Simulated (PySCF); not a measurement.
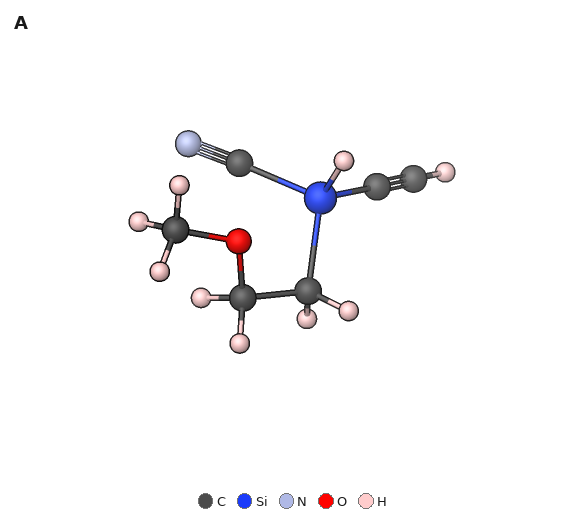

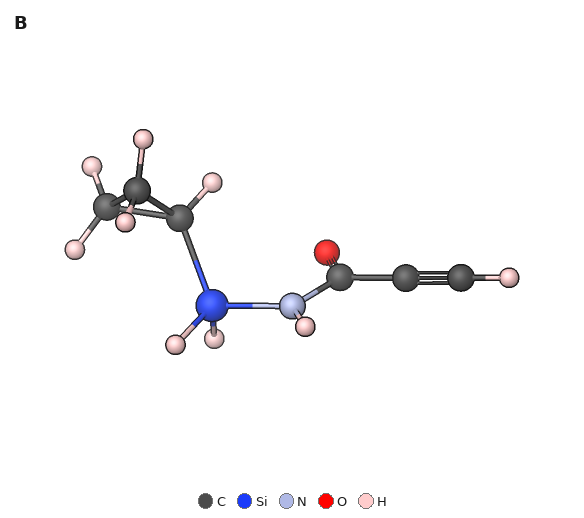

2 stationary structures of one formula. Geometries: GFN2-xTB. Electronic energies: PBE0/pcSseg-1 (PySCF 2.14.0), without zero-point energy. No frequency run is at hand to confirm each as a minimum. Each is one conformer, not always the lowest.

How are they related?

They are constitutional isomers of C6H9NOSi: A `C#C[Si@@H](C#N)CCOC`, B `C#CC(=O)N[SiH2]C1CC1`.

Which structure is the most stable?

B is lowest; A lies 0.495 eV above it.

The geometry is semi-empirical. Around Si such bond lengths and angles can be off by a tenth of an ångström or more and by several degrees, and values that hang on the shape move with them.
